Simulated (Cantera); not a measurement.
Input: 1 mol Al(CH₃)₃, 7.5 mol N₂O, 39 mol H₂, 3.4 mol N₂, held at 0.310 bar.

These are equilibrium values from Cantera (NASA tables, ideal gas, pure condensed phases), not measurements of a reactor. Candidate condensed phases: Al, AlN, Al₂O₃, C, C₆H₆, C₇H₈, C₈H₁₈, H₂O; 148 gas species. The feed counts by its element totals alone. Gases not in the tables: Al(OH)₃. Kinetics and transport are ignored.

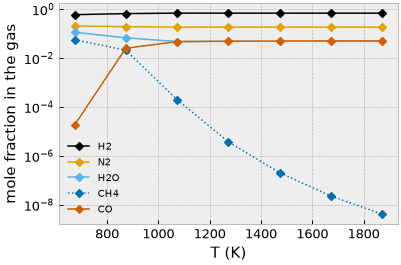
Equilibrium gas composition (values under 1e-9 drawn at 1e-9)

Problem. Read off the mole fractions at 1073 K.

Solution. H₂ about 0.71, N₂ about 0.19, H₂O about 0.049, CO about 0.048, CH₄ about 0.00020.
